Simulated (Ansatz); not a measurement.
Take SnTeO3 (space group R3c, No. 161; a = 6.354 Å, c = 13.401 Å (hexagonal axes); a hypothetical phase, not in the database extracts checked) as the base.

Modification: a negative pressure, −1 GPa.

All numbers come from PBEsol, PAW, 420 eV (Ansatz, a first-principles code; no spin-orbit coupling).

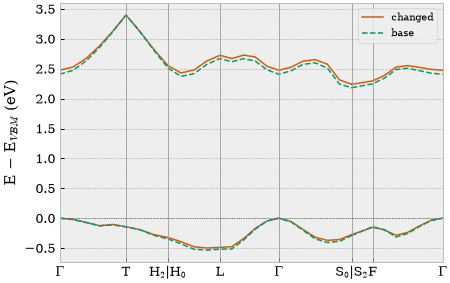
Fig. 1. Highest valence and lowest conduction band along the path, each from its own valence-band maximum

From the figure, how large is the changed gap, and is it direct?

About 2.24 eV, indirect, Γ → S₀.

Spin-orbit coupling, missing from the scalar runs, can matter with Te. Load acts through the strain it causes; cell and atoms are relaxed under it. Stability against distortions was not tested.
